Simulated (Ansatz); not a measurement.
## Phonon calculation, with input and output: Si2NH8OF

Si2NH8OF, computed with RKS PBE/def2-SVP (Ansatz 0.2.0).

It belongs to a series of runs on one base structure; here: vibrations at the highest image of the band. Figures and captions count atoms from 1; the log counts them from 0 in places.

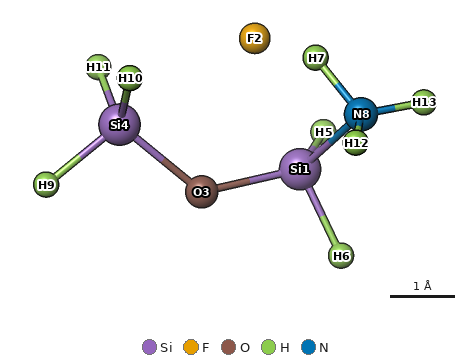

**Figure 1.** The structure as given in the input (ball-and-stick view, seen at a tilt; atoms are numbered from 1 in the order of the input).

Input file:
```yaml
crystal:
  periodic: [false, false, false]
  atoms:
    - { symbol: Si, position_ang: [-0.163591, -0.596283, -1.060326] }
    - { symbol: F, position_ang: [0.893561, 1.134705, -0.170803] }
    - { symbol: O, position_ang: [-1.28571, -0.197288, 0.098631] }
    - { symbol: Si, position_ang: [-1.313838, 1.146887, 1.149635] }
    - { symbol: H, position_ang: [0.07866, 0.186585, -2.310509] }
    - { symbol: H, position_ang: [-0.662792, -1.949125, -1.510301] }
    - { symbol: H, position_ang: [1.571212, 0.031649, 0.010092] }
    - { symbol: "N", position_ang: [1.491372, -1.095659, -0.27763] }
    - { symbol: H, position_ang: [-2.671452, 1.028194, 1.795187] }
    - { symbol: H, position_ang: [-0.303511, 1.028672, 2.255161] }
    - { symbol: H, position_ang: [-1.25931, 2.471224, 0.452307] }
    - { symbol: H, position_ang: [1.411463, -1.764298, 0.500286] }
    - { symbol: H, position_ang: [2.214037, -1.425162, -0.931832] }
basis:
  gaussian: { orbitals: def2-SVP }
hamiltonian:
  xc: pbe
phonons: {}
```

Hardware: 2 threads of Intel Xeon (Granite Rapids), 16 GiB of memory available, shared host.

Launched with:
```bash
ansatz run input.yaml --threads 2 --pin off --max-ram 3072MiB --backend cpu --events-out ev --progress --plain --runs-dir out
```

The program's output:
```
Engine: ansatz 0.2.0, x86_64-unknown-linux-gnu
Functional definition: PBE
  parameter kappa = 0.804
  parameter beta = 0.06672455060314922
  exchange = pbe_x(kappa = kappa, mu = beta*pi^2/3)
  correlation = pbe_c(beta = beta)
1319 factors; their error is unknown
mean field evaluation 1: about -22106.6514 eV, gradient 7.6e1 eV
mean field evaluation 2: about -22073.9259 eV, gradient 1.5e2 eV
mean field evaluation 4: about -22116.8214 eV, gradient 1.1e1 eV
mean field evaluation 8: about -22117.0618 eV, gradient 2.4e-1 eV
mean field evaluation 16: about -22116.9705 eV, gradient 2.1e-4 eV
mean field -22116.97047419 eV, -812.7836735056 hartree, gradient 7.4e-5 eV, S^2 0.000000; 0 other end points of the search recorded, 0 dependent functions left out
the calculation of the forces begins
reference -22116.97051544 eV, -812.7836750212 hartree; 30, 30 occupied and 88, 88 virtual orbitals, 1319 factors
these checks for a lower state are left out or cut short: stability, starts, cluster_reference, orbital_swaps, neighbouring_geometries, increment
1319 factors; their error is unknown
mean field -22116.97040187 eV, -812.7836708476 hartree, gradient 8.5e-7 eV, S^2 0.000000; 0 other end points of the search recorded, 0 dependent functions left out
[... from here on the field's lines of each further geometry are left out, up to the last ...]
the calculation of the forces begins
reference -22116.97046448 eV, -812.7836731486 hartree; 30, 30 occupied and 88, 88 virtual orbitals, 1319 factors
these checks for a lower state are left out or cut short: stability, starts, cluster_reference, orbital_swaps, neighbouring_geometries, increment
1319 factors; their error is unknown
mean field -22116.97040459 eV, -812.7836709478 hartree, gradient 1.9e-6 eV, S^2 0.000000; 0 other end points of the search recorded, 0 dependent functions left out
the calculation of the forces begins
reference -22116.97044584 eV, -812.7836724637 hartree; 30, 30 occupied and 88, 88 virtual orbitals, 1319 factors
WARN: phonons: modes at or below zero, which the zero-point energy, F, S and C_V leave out: 1, the lowest at -385.17 cm⁻¹. A minimum has none, and a first-order saddle one
Total energy: -22116.97051544 eV, -812.7836750212 hartree
Atom 0 at    -0.163591    -0.596283    -1.060326 Å, force     0.009530     0.007455     0.003783 eV/Å
Atom 1 at     0.893561     1.134705    -0.170803 Å, force    -0.000798    -0.002023     0.002665 eV/Å
Atom 2 at    -1.285710    -0.197288     0.098631 Å, force    -0.005966    -0.000623     0.004882 eV/Å
Atom 3 at    -1.313838     1.146887     1.149635 Å, force     0.000163    -0.003623    -0.001150 eV/Å
Atom 4 at     0.078660     0.186585    -2.310509 Å, force     0.004043    -0.003741    -0.002104 eV/Å
Atom 5 at    -0.662792    -1.949125    -1.510301 Å, force    -0.002529     0.000209     0.000603 eV/Å
Atom 6 at     1.571212     0.031649     0.010092 Å, force    -0.005265     0.002053    -0.002979 eV/Å
Atom 7 at     1.491372    -1.095659    -0.277630 Å, force     0.004106     0.001224    -0.012437 eV/Å
Atom 8 at    -2.671452     1.028194     1.795187 Å, force     0.001208     0.000211     0.000335 eV/Å
Atom 9 at    -0.303511     1.028672     2.255161 Å, force    -0.000125     0.000629     0.000717 eV/Å
Atom 10 at    -1.259310     2.471224     0.452307 Å, force    -0.000977    -0.000052     0.000168 eV/Å
Atom 11 at     1.411463    -1.764298     0.500286 Å, force    -0.003373     0.002715     0.001753 eV/Å
Atom 12 at     2.214037    -1.425162    -0.931832 Å, force    -0.000018    -0.004436     0.003765 eV/Å
Dipole moment:     0.694625    -0.674016    -0.080413 e Å
Vibrations: -385.17 80.47 115.55 170.13 277.94 310.52 327.79 516.50 544.92 576.49 634.94 662.95 695.14 704.47 766.95 875.16 876.60 917.55 950.78 957.98 1003.13 1010.67 1071.75 1455.14 1509.08 1978.43 2129.33 2149.59 2169.25 2197.65 2203.70 3422.74 3515.70 cm⁻¹, zero-point energy 2.280007 eV
```

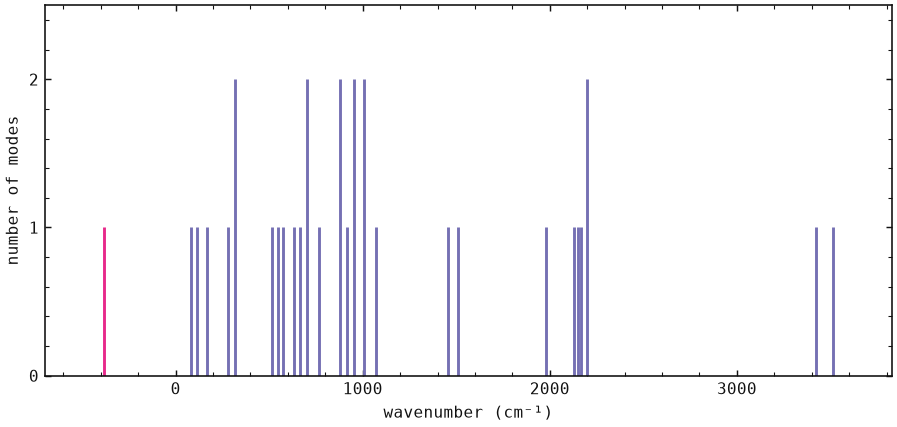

**Figure 2.** Harmonic vibrational wavenumbers from the force constants; neighbouring modes closer than 18 cm⁻¹ are counted in one stick, and imaginary ones are drawn at negative wavenumbers. 33 modes from 385i to 3516 cm⁻¹, 1 imaginary beyond 8i (385i cm⁻¹): a first-order saddle point, if the geometry is stationary.

Summary:

| quantity | value |
| --- | --- |
| outcome | converged |
| total energy | −22116.9705 eV |
| mean-field energy | −22116.9705 eV |
| largest force (length of the vector) | 0.013 eV/Å |
| wall time | 60 s (CPU time 1.9 min) |
| peak memory | 0.17 GiB |
